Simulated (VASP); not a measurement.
Band structure of ZnSe (relaxed from the WC structure, space group P-6m2). Computed with r2SCAN meta-GGA, VASP's PBE PAW potentials (set 64) (plane waves; VASP 6.6.1).

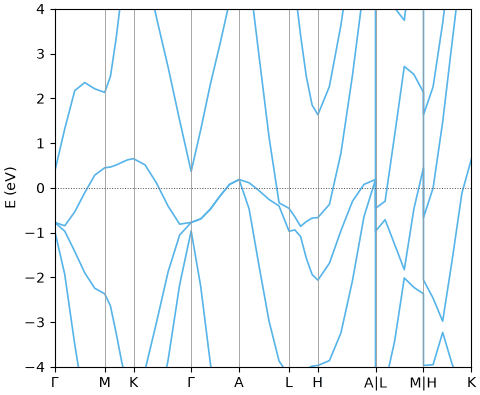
Fig. 1. Bands along high-symmetry lines, zero at the valence-band maximum or, without a gap, the Fermi level

### Question
Read the plot: is there a gap, and where are the band edges?

### Answer
It has no gap at this level: it comes out as a metal or semimetal.

The structure was generated: ZnSe was put into the WC type (P-6m2), which need not be its known phase. It was relaxed first, which changed the volume by +9 %.
